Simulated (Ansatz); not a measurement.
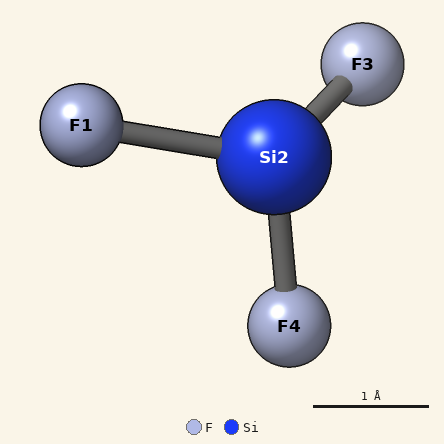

Simulated data, not a measurement (program: Ansatz).

Atoms carry their numbers in the input. The species is neutral and a spin doublet. Geometry: moved along internal coordinates away from the minimum.

Q: Describe the coordination of atom 2.

A: Si2 has 3 neighbours (F1 at 1.75, F3 at 1.58, F4 at 1.58 Å); the arrangement is trigonal pyramidal.
